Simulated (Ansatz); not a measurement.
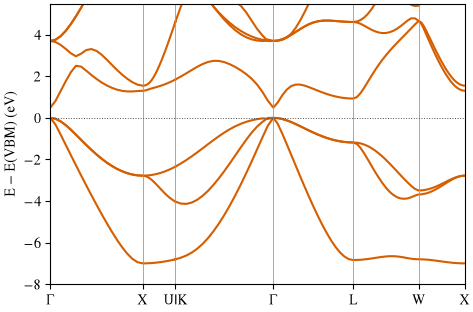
*Band structure from LDA (plane waves, PAW; program Ansatz)*

### Question
Read off the gap and where the band edges lie.

### Answer
About 0.5 eV (0.49 eV by a search for the band edges); maximum at Γ, minimum at Γ.

### Question
Pick the material that matches.
A) AlAs, zinc blende
B) GaN, zinc blende
C) BeSe, zinc blende
D) GaAs, zinc blende

### Answer
D, GaAs, zinc blende

Space group F-43m (zinc blende). Symmetry was held in the LDA relaxation. Scalar-relativistic: spin–orbit coupling is off unless named, which matters more the heavier the elements.

Potentials: the earlier of the program's two PAW sets. The files were generated under PBE; for other functionals the program regenerates the frozen cores, and for LDA and PBEsol the local potential too.
